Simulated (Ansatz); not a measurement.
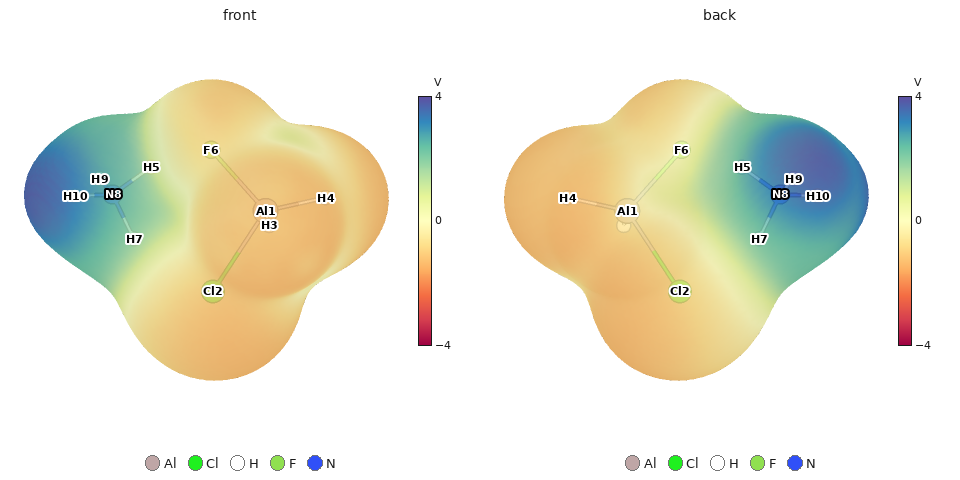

The picture shows: AlClFH2···NH4. The molecular electrostatic potential painted on the density surface at 0.002 e/bohr³, seen from the front and from behind; red is negative and blue positive.

Method: Ansatz, RKS PBE-D4/6-31G*.

```xyz
10

Al   -0.9615    0.5149   -1.4900
Cl    0.1857   -1.4651   -1.3268
H    -0.1312    1.4534   -2.4967
H    -2.5107    0.1511   -1.7003
H     0.1661    0.4089    1.0249
F    -0.7421    1.1436    0.1654
H     0.8725   -1.0342    0.5814
N     0.8515   -0.3618    1.4057
H     0.4806   -0.8258    2.2441
H     1.7891    0.0148    1.5923
```

**Where is the surface potential most negative and most positive?**

The most negative region (about −1.4 V) lies over Cl2, H3 and H4, the most positive (about +3.8 V) over H9 and H10.
